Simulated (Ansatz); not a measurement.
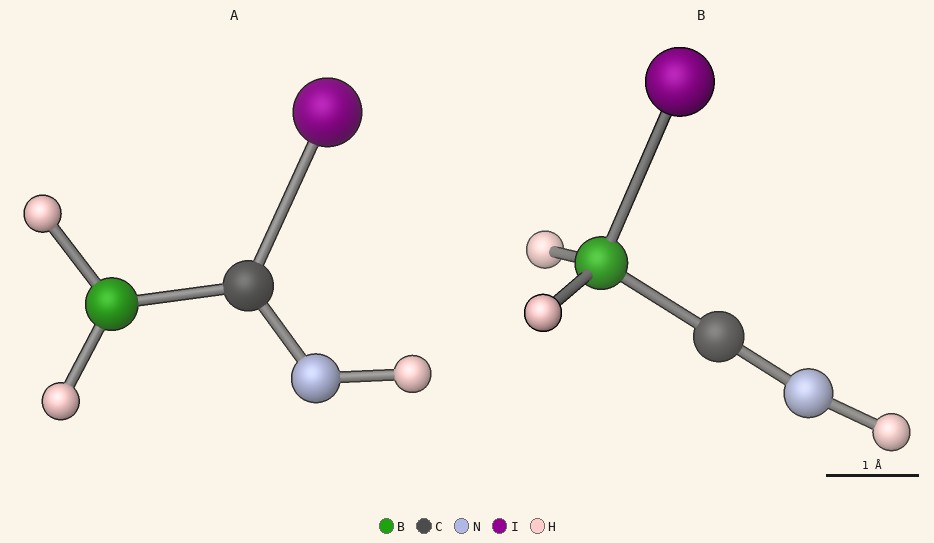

Two geometries of CH3BIN (coarse preliminary run), drawn at one scale. One is the start of a relaxation, the other its converged end. A ball-and-stick model, seen face on.

Level of theory: RKS PBE-D4/def2-SVP in Ansatz. Settings: force threshold 0.03 eV/Å; at most 200 steps.

### Which of the two is the end point?

Structure B is the relaxed one. The start comes from a force field. The I atom moves most after the best rigid fit: 1.52 Å. By element the largest moves are I 1.52 Å, H 1.38 Å, C 0.57 Å, B 0.52 Å, N 0.43 Å. Near-neighbour distances that change, for instance: I–N 2.908 → 3.865 Å, C–I 2.082 → 2.980 Å, B–I 3.149 → 2.271 Å, C–N 1.251 → 1.176 Å. New bonds form: B–I (3.15 → 2.27 Å). Bonds break: C–I (2.08 → 2.98 Å). Among the angles between lasting bonds that change: B–C–N 118.6° → 179.8°, C–N–H 123.6° → 172.7°, C–B–H 125.3° → 109.3°. Over 23 geometry steps the energy falls by 1.523 eV. The largest force component goes from 2.2 to 0.029 eV/Å.
